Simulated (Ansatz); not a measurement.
```xyz
10

C     0.2499   -0.1460    1.2588
Al   -1.6096    0.3270    1.0003
Be   -3.6603   -0.1236    3.3138
O    -2.7801    0.1046    2.2258
O    -2.0797    0.9838   -0.4977
H    -4.4894   -0.3384    4.3383
H     0.3596   -1.2175    1.4931
H     0.8475    0.0704    0.3606
H     0.6885    0.4095    2.1039
H    -2.9698    1.2510   -0.7306
```

Geometry: PBE0-D3(BJ)/def2-SVP.

Method: isolated molecule in a Gaussian basis; Kohn-Sham density functional theory, functional PBE0 (Ansatz).

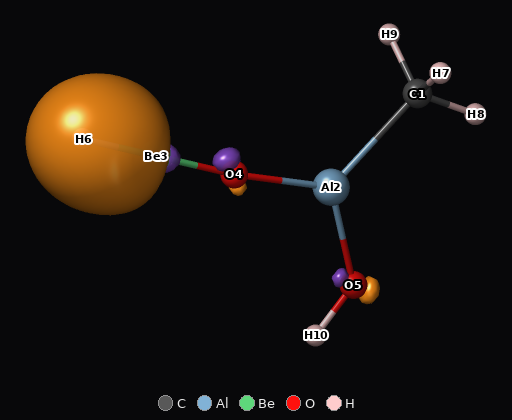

CH5AlBeO2 (SMILES [BeH][O][Al]([CH3])[OH]). The HOMO−1 at ±0.2 Å⁻³ᐟ² (orange and purple are the two phases), seen at a tilt.

> Describe this orbital and give its energy.

By Hirshfeld shares it lies mainly on H6 (about 55 %) and Be3 (about 40 %). Its energy is −9.05 eV.
